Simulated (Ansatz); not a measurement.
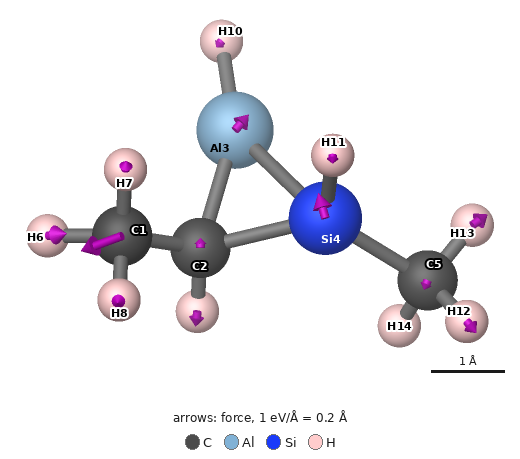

Starting geometry of C3H9AlSi (coarse preliminary run) with the computed forces as purple arrows. Style: ball-and-stick. Shown from a free direction.

The start comes from a force field.

Method: RKS PBE-D4/def2-SVP (Ansatz 0.2.0). Set-up: force threshold 0.03 eV/Å; at most 200 steps.

Q: Is this structure relaxed? If not, where do the atoms go?

A: It isn't relaxed: the largest force vector, on a C atom, is 3.51 eV/Å. The final displacements have little in common with the starting forces (cosine between the two patterns 0.06). The energy falls by 101.5 kJ/mol in 14 accepted moves (15 points after the start). The largest force component goes from 2.9 to 0.0093 eV/Å. The line search rejected the trial step at point 13 of the run. The atom that moves furthest after the best rigid fit is an H atom (0.86 Å). Largest moves by element: H 0.86 Å, Si 0.60 Å, Al 0.43 Å, C 0.41 Å. Near-neighbour distances that change, for instance: C–H 1.185 → 1.111 Å, C–Si 1.827 → 1.898 Å, C–H 1.079 → 1.130 Å, C–H 1.067 → 1.109 Å. Among the angles between lasting bonds that change: Al–Si–C 111.5° → 138.8°, C–C–Al 114.3° → 139.8°, Al–C–H 114.7° → 93.3°. Cost: 27 s on 4 threads of Arm Neoverse V1 (shared host).
